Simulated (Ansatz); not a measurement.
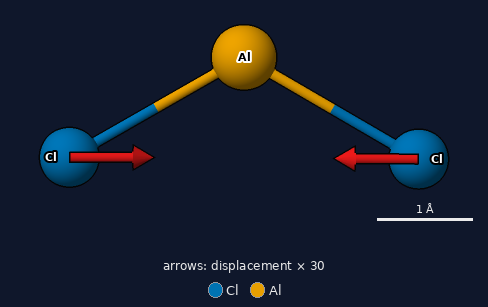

A relaxation of AlCl$_{2}$ (multiplicity 2). The starting structure is drawn; red arrows show the displacements, magnified 30 times. The two geometries are superimposed by the best rigid fit.

The picture is a ball-and-stick view, seen face on.

The start comes from PBE-D4/def2-SVP.

Computed with Ansatz 0.2.0, UKS PBE0-D4/def2-TZVP. Settings: force threshold 0.005 eV/Å; at most 150 steps.

Atoms of which element are displaced furthest, and by how much?

Answer. Chlorine: up to 0.030 Å, against 0.000 Å for aluminium.

What happened in the run?

Answer. Over 2 geometry steps the energy falls by 1.07 kJ/mol. The largest force component goes from 0.36 to 0.0036 eV/Å. The largest moves after the best rigid fit, 0.030 Å, are those of Cl atoms. Al stays in place. Near-neighbour distances that change, for instance: Al–Cl 2.128 → 2.102 Å. The run took roughly 19 core-seconds on a shared host.
